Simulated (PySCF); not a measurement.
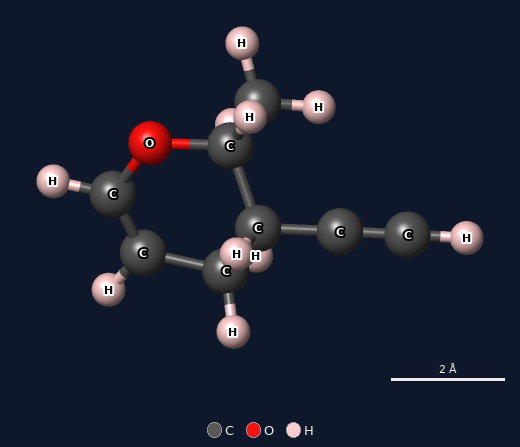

The input geometry (ball-and-stick view, seen at a tilt). Bond lengths as drawn: C–C 1.20 to 1.54 Å, C–H 1.05 to 1.10 Å and C–O 1.36 to 1.42 Å.

Run report: C8H10O, NMR shielding calculation

- system: C8H10O, SMILES C#C[C@@H]1CC=CO[C@@H]1C
- method: GIAO PBE/pcSseg-1 NMR shielding, non-relativistic, IEF-PCM benzene (PySCF 2.14.0)

The geometry comes from this level: GFN2-xTB. Figures and captions count atoms from 1; the log counts them from 0 in places.

### Log
```
coarse grid: 15976 points
cycle   1  E = -385.2386234078  dE =  1.116e+00  |g| = 7.665e-01  |ddm| = 4.206e+00
cycle   2  E = -385.0953877072  dE =  1.432e-01  |g| = 1.133e+00  |ddm| = 1.850e+00
cycle   3  E = -385.3657802285  dE = -2.704e-01  |g| = 2.363e-01  |ddm| = 1.217e+00
cycle   4  E = -385.3753081478  dE = -9.528e-03  |g| = 7.474e-02  |ddm| = 2.409e-01
cycle   5  E = -385.3763059457  dE = -9.978e-04  |g| = 3.351e-02  |ddm| = 9.491e-02
cycle   6  E = -385.3765816162  dE = -2.757e-04  |g| = 9.832e-03  |ddm| = 3.787e-02
cycle   7  E = -385.3766025016  dE = -2.089e-05  |g| = 3.574e-03  |ddm| = 9.573e-03
cycle   8  E = -385.3766051699  dE = -2.668e-06  |g| = 1.552e-03  |ddm| = 3.601e-03
final grid: 154592 points
cycle   9  E = -385.4695953167  dE = -3.326e-05  |g| = 2.126e-02  |ddm| = 7.216e-02
cycle  10  E = -385.4692445972  dE =  3.507e-04  |g| = 4.639e-02  |ddm| = 5.232e-02
cycle  11  E = -385.4696716703  dE = -4.271e-04  |g| = 8.748e-03  |ddm| = 4.029e-02
cycle  12  E = -385.4696904283  dE = -1.876e-05  |g| = 1.649e-03  |ddm| = 7.720e-03
cycle  13  E = -385.4696909566  dE = -5.283e-07  |g| = 6.236e-04  |ddm| = 1.652e-03
cycle  14  E = -385.4696910353  dE = -7.863e-08  |g| = 2.430e-04  |ddm| = 7.081e-04
cycle  15  E = -385.4696910502  dE = -1.492e-08  |g| = 5.617e-05  |ddm| = 2.525e-04
cycle  16  E = -385.4696910509  dE = -6.911e-10  |g| = 1.614e-05  |ddm| = 6.373e-05
```

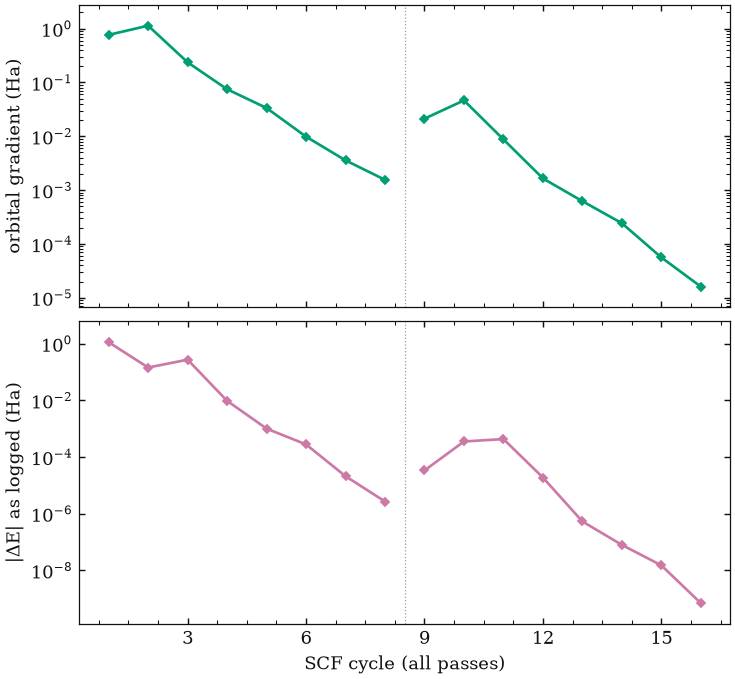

Convergence of the self-consistent field: orbital gradient and size of the energy change against the SCF cycle. The dotted line marks the change from a coarse to the final integration grid. The first 8 cycles use a coarse grid, the final grid takes over at cycle 9, and the field converges after 16 cycles in all.

```
converged SCF energy = -385.4696910509

GIAO shielding tensors (ppm)
atom      isotropic    diamagn.    paramagn.     s11        s22        s33       span
  0 C      107.739     257.396    -149.656     35.512     41.850    245.856    210.343
  1 C       91.738     257.077    -165.339    -12.303     -5.420    292.938    305.241
  2 C      150.643     250.192     -99.549    138.964    150.732    162.234     23.270
  3 C      153.053     246.923     -93.870    135.546    156.826    166.787     31.241
  4 C       81.054     256.027    -174.973    -10.566     94.997    158.730    169.296
  5 C       35.515     247.805    -212.290    -64.597     64.181    106.961    171.558
  6 O      184.324     397.874    -213.550     92.146    166.614    294.212    202.066
  7 C      104.072     246.372    -142.300     73.650     98.651    139.917     66.267
  8 C      168.089     248.822     -80.733    148.770    170.888    184.609     35.839
  9 H       30.031      35.105      -5.075     24.782     25.022     40.288     15.506
 10 H       28.679      29.568      -0.889     24.421     27.265     34.352      9.931
 11 H       29.201      30.260      -1.060     26.543     27.681     33.379      6.836
 12 H       29.174      28.865       0.309     24.551     28.027     34.945     10.393
 13 H       26.779      29.932      -3.153     24.103     27.117     29.116      5.013
 14 H       25.133      28.416      -3.283     22.039     25.895     27.466      5.428
 15 H       26.959      30.807      -3.848     23.881     26.359     30.635      6.754
 16 H       30.433      28.950       1.484     26.402     27.621     37.277     10.876
 17 H       30.137      30.750      -0.613     25.599     30.173     34.640      9.042
 18 H       30.064      30.269      -0.206     24.344     30.506     35.341     10.997
```

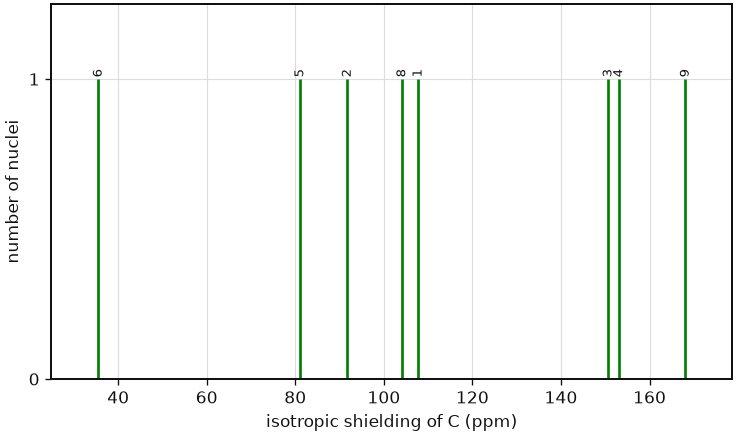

Isotropic shieldings of the carbon nuclei in this fixed geometry, labelled by atom number; shielding grows to the right, so chemical shift grows to the left. The least shielded is C6 (35.5 ppm), the most shielded C9 (168.1 ppm).

The run was set up as follows.

### Input file
```
{"job": {"kind": "nmr", "xc": "PBE", "basis": "pcSseg-1", "solvent": "benzene", "pop": false}, "charge": 0, "multiplicity": 1}
C      3.142863    -0.214362    -0.017853
C      1.973096    -0.336914     0.203286
C      0.553396    -0.495205     0.442325
C     -0.116899    -1.322106    -0.663855
C     -1.604163    -1.220762    -0.509044
C     -2.166728    -0.278831     0.236884
O     -1.514544     0.707052     0.905743
C     -0.146702     0.874909     0.563892
C     -0.010673     1.716615    -0.704701
H      4.170487    -0.109255    -0.199928
H      0.414650    -1.015707     1.398879
H      0.201485    -0.964135    -1.648371
H      0.198422    -2.365470    -0.585150
H     -2.217484    -1.952880    -1.007016
H     -3.232888    -0.212409     0.399908
H      0.287129     1.425616     1.407956
H     -0.413927     2.710855    -0.528903
H     -0.564565     1.263077    -1.522746
H      1.037240     1.799161    -0.980561
```

The first line tells a small driver script what to run in PySCF; the rest is the geometry in Å.

Launched with:
```bash
OMP_NUM_THREADS=1 python <driver script> task.json out
```

### Summary

```tsv
quantity	value
outcome	converged
total energy	−385.469691 hartree
HOMO	−5.27 eV
LUMO	−0.12 eV
dipole moment	0.79 D
isotropic shielding, C	35.5 to 168.1 ppm
isotropic shielding, O	184.3 ppm
isotropic shielding, H	25.1 to 30.4 ppm
hardware	1 CPU thread, shared host
wall time	53 s
peak memory	0.84 GiB
```
